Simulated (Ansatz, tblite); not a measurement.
**Sn31H36 off sphere (Sn₃₁H₃₆): removing and adding an electron**

Aim: the energy of removing and adding an electron for Sn31H36 off sphere (Sn₃₁H₃₆), by energy differences, and how well orbital energies stand in for it.

The runs use Ansatz 0.2.0, Gaussian basis; as each input shows.

The runs, in order: charge +1 doublet, at the geometry of the singlet (PBE0-D4/def2-SVP, PBE-D4/def2-SVP, LDA/def2-SVP); charge -1 doublet, at the geometry of the singlet (PBE0-D4/def2-SVP, PBE-D4/def2-SVP, LDA/def2-SVP); the starting singlet's energies come from earlier runs.

2 further runs of the same task are left out: 1 for a known fault of the program, 1 set aside as unsound or not needed. Runs told in other sessions of the task aren't counted.

**1. The relaxed structure**

The singlet was relaxed beforehand with r2SCAN-D4/def2-SVP.

67 atoms, charge 0, spin multiplicity 1.

Atoms are counted from 1 here; the program's logs count them from 0.

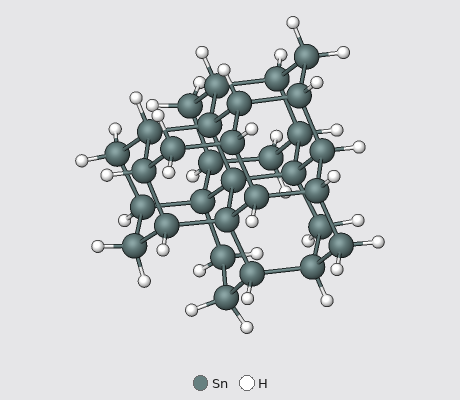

The structure; tin teal, hydrogen white.

Sn takes a core potential in the def2 sets. No spin-orbit coupling is included.

**2. Charge +1 doublet at the fixed geometry, PBE0-D4/def2-SVP**

The input, in.yaml:

```yaml
crystal:
  periodic: [false, false, false]
  atoms:
    - {symbol: Sn, position_ang: [-4.988567, -1.582946, 2.046005]}
    - {symbol: Sn, position_ang: [-5.030470, 1.883593, -1.532645]}
    - {symbol: Sn, position_ang: [-1.730295, -4.715662, 1.876890]}
    - {symbol: Sn, position_ang: [1.471593, -4.719875, -1.370155]}
    - {symbol: Sn, position_ang: [-1.701378, 1.778079, -4.636769]}
    - {symbol: Sn, position_ang: [1.486865, -1.434954, -4.611786]}
    - {symbol: Sn, position_ang: [-1.767781, -1.435374, -1.346837]}
    - {symbol: Sn, position_ang: [-1.812290, 1.819046, 1.861098]}
    - {symbol: Sn, position_ang: [1.498681, -1.460926, 1.885900]}
    - {symbol: Sn, position_ang: [1.503336, 1.826224, -1.342620]}
    - {symbol: Sn, position_ang: [-1.688065, -1.379564, 5.134893]}
    - {symbol: Sn, position_ang: [-1.872361, 5.038393, -1.464875]}
    - {symbol: Sn, position_ang: [1.644047, 4.991592, 2.109108]}
    - {symbol: Sn, position_ang: [4.762800, -1.447960, -1.370791]}
    - {symbol: Sn, position_ang: [4.817193, 1.735615, 1.871231]}
    - {symbol: Sn, position_ang: [-3.369795, -3.066580, 0.300011]}
    - {symbol: Sn, position_ang: [-3.356018, 0.189885, -3.011671]}
    - {symbol: Sn, position_ang: [-3.378149, 0.172112, 3.522696]}
    - {symbol: Sn, position_ang: [-3.434799, 3.405192, 0.195654]}
    - {symbol: Sn, position_ang: [-0.124021, -3.051314, -2.969764]}
    - {symbol: Sn, position_ang: [-0.114666, -6.347909, 0.270608]}
    - {symbol: Sn, position_ang: [-0.146063, -3.067453, 3.508858]}
    - {symbol: Sn, position_ang: [3.098160, -3.066835, 0.211958]}
    - {symbol: Sn, position_ang: [-0.097856, 0.169090, -6.274130]}
    - {symbol: Sn, position_ang: [-0.143072, 3.426372, -2.975423]}
    - {symbol: Sn, position_ang: [3.106142, 0.166413, -2.964517]}
    - {symbol: Sn, position_ang: [-0.130797, 0.194621, 0.278640]}
    - {symbol: Sn, position_ang: [-0.325036, 3.560975, 3.490245]}
    - {symbol: Sn, position_ang: [3.266622, 0.038993, 3.473852]}
    - {symbol: Sn, position_ang: [3.128431, 3.385879, 0.351571]}
    - {symbol: Sn, position_ang: [6.428255, 0.152000, 0.217750]}
    - {symbol: H, position_ang: [-5.764161, -2.675925, 3.130163]}
    - {symbol: H, position_ang: [-6.225453, -0.737715, 1.202192]}
    - {symbol: H, position_ang: [-5.842119, 2.950594, -2.615504]}
    - {symbol: H, position_ang: [-6.235550, 0.998227, -0.684225]}
    - {symbol: H, position_ang: [-2.738326, -5.699544, 2.881380]}
    - {symbol: H, position_ang: [2.470880, -5.693714, -2.391870]}
    - {symbol: H, position_ang: [-2.709039, 2.792315, -5.611407]}
    - {symbol: H, position_ang: [2.511124, -2.456881, -5.560079]}
    - {symbol: H, position_ang: [-2.619026, -2.305169, 6.251387]}
    - {symbol: H, position_ang: [-0.640441, -0.368336, 6.055282]}
    - {symbol: H, position_ang: [-2.909329, 5.893149, -2.544150]}
    - {symbol: H, position_ang: [-0.996406, 6.210494, -0.560780]}
    - {symbol: H, position_ang: [0.898023, 6.277151, 1.245046]}
    - {symbol: H, position_ang: [2.728688, 5.704447, 3.244208]}
    - {symbol: H, position_ang: [5.712039, -2.459174, -2.404263]}
    - {symbol: H, position_ang: [5.806774, 2.734092, 2.878142]}
    - {symbol: H, position_ang: [-4.361282, -4.058589, -0.712109]}
    - {symbol: H, position_ang: [-4.308620, -0.842738, -4.020685]}
    - {symbol: H, position_ang: [-4.371926, 1.172755, 4.523046]}
    - {symbol: H, position_ang: [-4.433977, 4.397457, 1.198883]}
    - {symbol: H, position_ang: [-1.148740, -4.023767, -3.969413]}
    - {symbol: H, position_ang: [-1.099852, -7.385137, -0.689507]}
    - {symbol: H, position_ang: [0.882782, -7.352703, 1.252157]}
    - {symbol: H, position_ang: [0.869335, -4.057060, 4.499445]}
    - {symbol: H, position_ang: [4.083474, -4.055904, 1.235193]}
    - {symbol: H, position_ang: [-1.083035, -0.807975, -7.294824]}
    - {symbol: H, position_ang: [0.892346, 1.143750, -7.292158]}
    - {symbol: H, position_ang: [0.868791, 4.422514, -3.963056]}
    - {symbol: H, position_ang: [4.087329, 1.185910, -3.960999]}
    - {symbol: H, position_ang: [0.412293, 2.660334, 4.757682]}
    - {symbol: H, position_ang: [-1.414943, 4.670746, 4.233345]}
    - {symbol: H, position_ang: [2.412218, 0.933617, 4.670583]}
    - {symbol: H, position_ang: [4.295407, -1.065068, 4.306377]}
    - {symbol: H, position_ang: [4.111898, 4.416848, -0.629737]}
    - {symbol: H, position_ang: [7.476025, -0.830315, 1.168939]}
    - {symbol: H, position_ang: [7.419851, 1.142790, -0.782775]}
basis:
  gaussian: {orbitals: def2-SVP, fitting: {mean_field: def2-universal-jkfit}}
total_charge: 1
magnetization: {spin_polarized: true, initial_magnetization: 1}
hamiltonian: {xc: pbe0, dispersion: d4}
scf: {omitted_lower_state_checks: [starts]}
output: {orbitals: {seedname: orbitals}}
```

Run with:

```console
> ansatz run in.yaml --threads 11 --pin off --events-out ev --progress --plain --max-ram 174080MiB --backend cuda --devices 0, --max-vram 75GiB
```

Log:

```text
Functional definition: PBE0
  name "PBE0"
  cite "Adamo & Barone, J. Chem. Phys. 110, 6158 (1999) doi:10.1063/1.478522"
  cite "Perdew, Burke & Ernzerhof, Phys. Rev. Lett. 77, 3865 (1996) doi:10.1103/PhysRevLett.77.3865"
  parent pbe
  parameter a = 0.25
  parameter kappa = 0.804
  parameter beta = 0.06672455060314922
  exchange = (1 - a)*pbe_x(kappa = kappa, mu = beta*pi^2/3) + a*exact_x
  correlation = pbe_c(beta = beta)
these checks for a lower state are left out or cut short: starts
7406 factors; integrals over basis functions are off by at most 3.2e-1 eV
mean field evaluation 1: about -181378.5467 eV, gradient 2.0e1 eV
mean field evaluation 2: about -181379.5802 eV, gradient 1.3e1 eV
mean field evaluation 4: about -181380.7371 eV, gradient 4.7e0 eV
mean field evaluation 8: about -181380.9150 eV, gradient 7.0e-1 eV
mean field evaluation 16: about -181380.9401 eV, gradient 1.1e-1 eV
mean field -181380.95023602 eV, -6665.6269767501 hartree, gradient 5.1e-6 eV, S^2 0.753439; 0 other end points of the search recorded, 0 dependent functions left out
reference -181380.95035609 eV, -6665.6269811625 hartree; 359, 358 occupied and 627, 628 virtual orbitals, 7406 factors
Total energy: -181386.58537721 eV, -6665.8340643690 hartree
Checks for a lower state left out: starts
```

Wall time 86 s (1 × H100 with 11 threads of AMD EPYC 7R13, shared host); peak host memory 2 GiB.

From the report: HOMO -8.67 eV, LUMO -7.97 eV (over both spins); ⟨S²⟩ 0.753 (pure: 0.75).

**3. Charge +1 doublet at the fixed geometry, PBE-D4/def2-SVP**

start.molden holds the orbitals of an earlier run on this state, given as this run's starting guess.

Edit in.yaml of step 2 so:

```diff
@@ -71,6 +71,6 @@
 basis:
-  gaussian: {orbitals: def2-SVP, fitting: {mean_field: def2-universal-jkfit}}
+  gaussian: {orbitals: def2-SVP, fitting: {mean_field: def2-universal-jkfit}, initial_orbitals: start.molden}
 total_charge: 1
 magnetization: {spin_polarized: true, initial_magnetization: 1}
-hamiltonian: {xc: pbe0, dispersion: d4}
+hamiltonian: {xc: pbe, dispersion: d4}
 scf: {omitted_lower_state_checks: [starts]}
```

Launched as before.

Log:

```text
Functional definition: PBE
  name "PBE"
  cite "Perdew, Burke & Ernzerhof, Phys. Rev. Lett. 77, 3865 (1996) doi:10.1103/PhysRevLett.77.3865"
  parent pbe
  parameter kappa = 0.804
  parameter beta = 0.06672455060314922
  exchange = pbe_x(kappa = kappa, mu = beta*pi^2/3)
  correlation = pbe_c(beta = beta)
these checks for a lower state are left out or cut short: starts
7406 factors; integrals over basis functions are off by at most 3.2e-1 eV
mean field evaluation 1: about -181369.8010 eV, gradient 1.1e1 eV
mean field evaluation 2: about -181370.8219 eV, gradient 8.1e-1 eV
mean field evaluation 4: about -181370.8198 eV, gradient 1.0e-1 eV
mean field evaluation 8: about -181370.8217 eV, gradient 2.4e-4 eV
mean field evaluation 16: about -181370.8217 eV, gradient 6.5e-3 eV
mean field -181370.82171753 eV, -6665.2547605609 hartree, gradient 2.3e-6 eV, S^2 0.750574; 0 other end points of the search recorded, 0 dependent functions left out
reference -181370.82187813 eV, -6665.2547664627 hartree; 359, 358 occupied and 627, 628 virtual orbitals, 7406 factors
Total energy: -181376.82353574 eV, -6665.4753233119 hartree
Checks for a lower state left out: starts
```

Run time: 26 s. Hardware: 1 × H100 with 11 threads of AMD EPYC 7R13, shared host; peak host memory 2 GiB.

From the report: HOMO -7.89 eV, LUMO -7.89 eV (over both spins; with the spin held, an empty level of the minority spin lies below the top filled one); ⟨S²⟩ 0.751 (pure: 0.75).

**4. Charge +1 doublet at the fixed geometry, LDA/def2-SVP**

Edit in.yaml of step 3 so:

```diff
@@ -74,3 +74,3 @@
 magnetization: {spin_polarized: true, initial_magnetization: 1}
-hamiltonian: {xc: pbe, dispersion: d4}
+hamiltonian: {xc: lda}
 scf: {omitted_lower_state_checks: [starts]}
```

Same command.

Log:

```text
Functional definition: SPW92
  name "SPW92"
  cite "Dirac, Proc. Camb. Phil. Soc. 26, 376 (1930) doi:10.1017/S0305004100016108"
  cite "Slater, Phys. Rev. 81, 385 (1951) doi:10.1103/PhysRev.81.385"
  cite "Perdew & Wang, Phys. Rev. B 45, 13244 (1992) doi:10.1103/PhysRevB.45.13244"
  exchange = slater_x
  correlation = pw_c
these checks for a lower state are left out or cut short: starts
7406 factors; integrals over basis functions are off by at most 3.2e-1 eV
mean field evaluation 1: about -181086.1130 eV, gradient 2.3e1 eV
mean field evaluation 2: about -181089.3201 eV, gradient 2.5e0 eV
mean field evaluation 4: about -181089.4029 eV, gradient 1.3e-1 eV
mean field evaluation 8: about -181089.4064 eV, gradient 1.1e-3 eV
mean field evaluation 16: about -181089.4064 eV, gradient 9.5e-5 eV
mean field -181089.40643069 eV, -6654.9129395197 hartree, gradient 2.7e-6 eV, S^2 0.750257; 0 other end points of the search recorded, 0 dependent functions left out
reference -181089.40658025 eV, -6654.9129450158 hartree; 359, 358 occupied and 627, 628 virtual orbitals, 7406 factors
Total energy: -181089.40658025 eV, -6654.9129450158 hartree
Checks for a lower state left out: starts
```

Run time: 21 s. Hardware: 1 × H100 with 11 threads of AMD EPYC 7R13, shared host; peak host memory 1.8 GiB.

HOMO -7.97 eV, LUMO -7.99 eV (over both spins; with the spin held, an empty level of the minority spin lies below the top filled one); ⟨S²⟩ 0.750 (pure: 0.75).

**5. Vertical ionisation energy**

Charged state less starting state, singlet to doublet; the starting state's energies are those of its earlier runs.

```
           level  vertical ionisation energy (eV)     time
    LDA/def2-SVP                            +6.87     33 s
 PBE-D4/def2-SVP                            +6.84     38 s
PBE0-D4/def2-SVP                            +7.28  1.9 min
```

Times add the two runs; a level without a time comes out of a correlated run.

Beside −ε(HOMO) of the starting state:

| level | −ε(HOMO) (eV) | by difference (eV) | mismatch (eV) |
| --- | --- | --- | --- |
| LDA/def2-SVP | 5.75 | 6.87 | -1.13 |
| PBE-D4/def2-SVP | 5.66 | 6.84 | -1.18 |
| PBE0-D4/def2-SVP | 6.46 | 7.28 | -0.82 |

**6. Charge -1 doublet at the fixed geometry, PBE0-D4/def2-SVP**

Edit in.yaml of step 4 so:

```diff
@@ -71,6 +71,6 @@
 basis:
-  gaussian: {orbitals: def2-SVP, fitting: {mean_field: def2-universal-jkfit}, initial_orbitals: start.molden}
-total_charge: 1
+  gaussian: {orbitals: def2-SVP, fitting: {mean_field: def2-universal-jkfit}}
+total_charge: -1
 magnetization: {spin_polarized: true, initial_magnetization: 1}
-hamiltonian: {xc: lda}
+hamiltonian: {xc: pbe0, dispersion: d4}
 scf: {omitted_lower_state_checks: [starts]}
```

The command is unchanged.

Log, shortened:

```text
Functional definition: PBE0
  name "PBE0"
  cite "Adamo & Barone, J. Chem. Phys. 110, 6158 (1999) doi:10.1063/1.478522"
  cite "Perdew, Burke & Ernzerhof, Phys. Rev. Lett. 77, 3865 (1996) doi:10.1103/PhysRevLett.77.3865"
  parent pbe
[...]
7406 factors; integrals over basis functions are off by at most 3.2e-1 eV
[...]
mean field -181389.71834613 eV, -6665.9491988533 hartree, gradient 8.3e-6 eV, S^2 0.752375; 0 other end points of the search recorded, 0 dependent functions left out
reference -181389.71846286 eV, -6665.9492031431 hartree; 360, 359 occupied and 626, 627 virtual orbitals, 7406 factors
Total energy: -181395.47498069 eV, -6666.1607512714 hartree
Checks for a lower state left out: starts
```

Run time: 49 s. Hardware: 1 × H100 with 11 threads of AMD EPYC 7R13, shared host; peak host memory 2 GiB.

Report: HOMO -0.81 eV, LUMO -0.03 eV (over both spins); ⟨S²⟩ 0.752 (pure: 0.75).

**7. Charge -1 doublet at the fixed geometry, PBE-D4/def2-SVP**

Edit in.yaml of step 6 so:

```diff
@@ -71,6 +71,6 @@
 basis:
-  gaussian: {orbitals: def2-SVP, fitting: {mean_field: def2-universal-jkfit}}
+  gaussian: {orbitals: def2-SVP, fitting: {mean_field: def2-universal-jkfit}, initial_orbitals: start.molden}
 total_charge: -1
 magnetization: {spin_polarized: true, initial_magnetization: 1}
-hamiltonian: {xc: pbe0, dispersion: d4}
+hamiltonian: {xc: pbe, dispersion: d4}
 scf: {omitted_lower_state_checks: [starts]}
```

Same command.

Log:

```text
Functional definition: PBE
  name "PBE"
  cite "Perdew, Burke & Ernzerhof, Phys. Rev. Lett. 77, 3865 (1996) doi:10.1103/PhysRevLett.77.3865"
  parent pbe
  parameter kappa = 0.804
  parameter beta = 0.06672455060314922
  exchange = pbe_x(kappa = kappa, mu = beta*pi^2/3)
  correlation = pbe_c(beta = beta)
these checks for a lower state are left out or cut short: starts
7406 factors; integrals over basis functions are off by at most 3.2e-1 eV
mean field evaluation 1: about -181378.4522 eV, gradient 1.1e1 eV
mean field evaluation 2: about -181379.4563 eV, gradient 1.0e0 eV
mean field evaluation 4: about -181379.4704 eV, gradient 2.6e-1 eV
mean field evaluation 8: about -181379.4734 eV, gradient 1.4e-5 eV
mean field -181379.47344453 eV, -6665.5727056637 hartree, gradient 1.4e-5 eV, S^2 0.750357; 0 other end points of the search recorded, 0 dependent functions left out
reference -181379.47360052 eV, -6665.5727113962 hartree; 360, 359 occupied and 626, 627 virtual orbitals, 7406 factors
Total energy: -181385.60674146 eV, -6665.7981001687 hartree
Checks for a lower state left out: starts
```

It took 15 s on 1 × H100 with 11 threads of AMD EPYC 7R13, shared host; peak host memory 1.9 GiB.

HOMO -0.79 eV, LUMO -0.74 eV (over both spins); ⟨S²⟩ 0.750 (pure: 0.75).

**8. Charge -1 doublet at the fixed geometry, LDA/def2-SVP**

Edit in.yaml of step 7 so:

```diff
@@ -74,3 +74,3 @@
 magnetization: {spin_polarized: true, initial_magnetization: 1}
-hamiltonian: {xc: pbe, dispersion: d4}
+hamiltonian: {xc: lda}
 scf: {omitted_lower_state_checks: [starts]}
```

The command is unchanged.

Log:

```text
Functional definition: SPW92
  name "SPW92"
  cite "Dirac, Proc. Camb. Phil. Soc. 26, 376 (1930) doi:10.1017/S0305004100016108"
  cite "Slater, Phys. Rev. 81, 385 (1951) doi:10.1103/PhysRev.81.385"
  cite "Perdew & Wang, Phys. Rev. B 45, 13244 (1992) doi:10.1103/PhysRevB.45.13244"
  exchange = slater_x
  correlation = pw_c
these checks for a lower state are left out or cut short: starts
7406 factors; integrals over basis functions are off by at most 3.2e-1 eV
mean field evaluation 1: about -181095.0845 eV, gradient 2.3e1 eV
mean field evaluation 2: about -181098.2638 eV, gradient 2.5e0 eV
mean field evaluation 4: about -181098.3548 eV, gradient 2.7e-1 eV
mean field evaluation 8: about -181098.3694 eV, gradient 1.7e-5 eV
mean field -181098.36943833 eV, -6655.2423239749 hartree, gradient 1.7e-5 eV, S^2 0.750181; 0 other end points of the search recorded, 0 dependent functions left out
reference -181098.36958317 eV, -6655.2423292977 hartree; 360, 359 occupied and 626, 627 virtual orbitals, 7406 factors
Total energy: -181098.36958317 eV, -6655.2423292977 hartree
Checks for a lower state left out: starts
```

It took 13 s on 1 × H100 with 11 threads of AMD EPYC 7R13, shared host; peak host memory 1.9 GiB.

Report: HOMO -1.01 eV, LUMO -0.98 eV (over both spins); ⟨S²⟩ 0.750 (pure: 0.75).

**9. Vertical electron affinity**

Starting state less charged state (positive: the electron is bound), singlet to doublet; the starting state's energies are those of its earlier runs.

| level | vertical electron affinity (eV) | time |
| --- | --- | --- |
| LDA/def2-SVP | +2.09 | 25 s |
| PBE-D4/def2-SVP | +1.94 | 27 s |
| PBE0-D4/def2-SVP | +1.61 | 77 s |

Times add the two runs; a level without a time comes out of a correlated run.

Beside −ε(LUMO) of the starting state:

```csv
level,−ε(LUMO) (eV),by difference (eV),mismatch (eV)
LDA/def2-SVP,3.18,2.09,+1.09
PBE-D4/def2-SVP,2.96,1.94,+1.02
PBE0-D4/def2-SVP,2.28,1.61,+0.67
```

**10. What came out**

| quantity | value |
| --- | --- |
| vertical ionisation energy, functionals in def2-SVP | 6.84 (PBE-D4) to 7.28 eV (PBE0-D4) |
| vertical electron affinity, functionals in def2-SVP | 1.61 (PBE0-D4) to 2.09 eV (LDA) |

The vertical ionisation energy spans 6.84 to 7.28 eV over the functionals. −ε(HOMO) misses the level's own difference by -0.82 eV at best (PBE0-D4) and -1.18 eV at worst (PBE-D4). The vertical electron affinity spans 1.61 to 2.09 eV over the functionals. −ε(LUMO) misses the level's own difference by +0.67 eV at best (PBE0-D4) and +1.09 eV at worst (LDA).
